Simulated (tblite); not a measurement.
**Run report: C₆H₄O₄, nudged elastic band**

System: C₆H₄O₄.
Method: GFN2-xTB climbing-image nudged elastic band, gas phase (tblite 0.8.0).

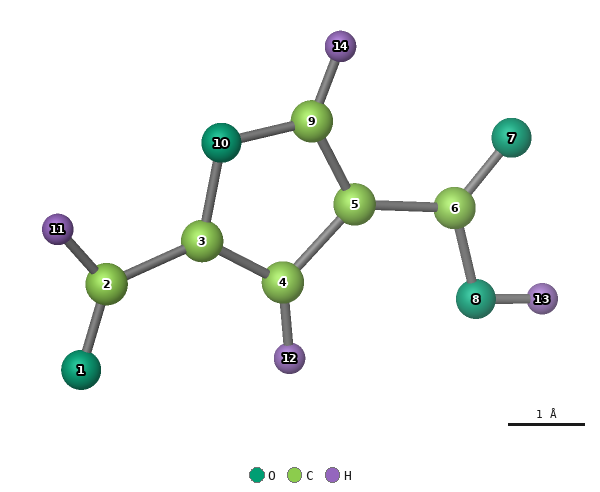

*The structure as given in the input (ball-and-stick view, seen at a tilt; atoms are numbered from 1 in the order of the input).*

Input
```
{"job": {"xc": "GFN2-xTB", "basis": "xTB", "kind": "neb"}, "charge": 0, "multiplicity": 1}
O      3.187390     1.443667    -0.680814
C      2.834835     0.440314    -0.116179
C      1.454356     0.023827     0.057035
C      0.272404     0.606075    -0.339566
C     -0.755792    -0.255836     0.108525
C     -2.208701    -0.106287    -0.050171
O     -3.024144    -0.890785     0.361314
O     -2.536395     1.009688    -0.709773
C     -0.116669    -1.298365     0.744943
O      1.194775    -1.137116     0.717027
H      3.556136    -0.269017     0.330827
H      0.160071     1.524180    -0.877723
H     -3.500326     1.077027    -0.796260
H     -0.518618    -2.167845     1.228650
```

The first line tells a small driver script what to run in tblite; the rest is the geometry in Å.

Launched with:
```bash
OMP_NUM_THREADS=1 python <driver script> task.json out
```

Output
```
image   E - E0 / eV
  0       0.0000
  1       0.0500
  2       0.1414
  3       0.1756
  4       0.1223
  5       0.0436
  6       0.0117
```

Summary

- outcome: converged
- forward barrier: 0.176 eV
- hardware: 1 CPU thread, shared host
- wall time: 0.96 s
- peak memory: 0.19 GiB
